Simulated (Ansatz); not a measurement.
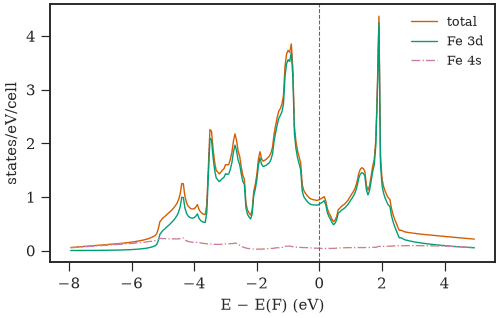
Figure: Total and projected density of states of Fe (bcc (W type), Im-3m), DFT-PBE+D3(BJ) in the program Ansatz with PAW potentials

**Question.** Which orbitals carry the states next to the Fermi level?

**Answer.** Within 0.5 eV of the Fermi level: Fe 3d 90 %. Projections are on Löwdin-orthogonalised atomic valence shells; empty p or d shells of many metals are not among them.

**Question.** Where is the tallest occupied peak in this window, and what makes it?

**Answer.** Near -0.9 eV, about 3.9 states/eV per cell; the largest projected share is Fe 3d.

The PBE+D3(BJ) relaxation kept the symmetry of its start. Spin order of the final state: ferromagnetic, chosen from 3 collinear starts compared on coarse meshes (ties went to the first, and starts can fall back to one state), not a proven ground state. Textbook magnetic order: ferromagnetic. The pairwise dispersion correction was not fitted to metals.

Potentials: the earlier of the program's two PAW sets.
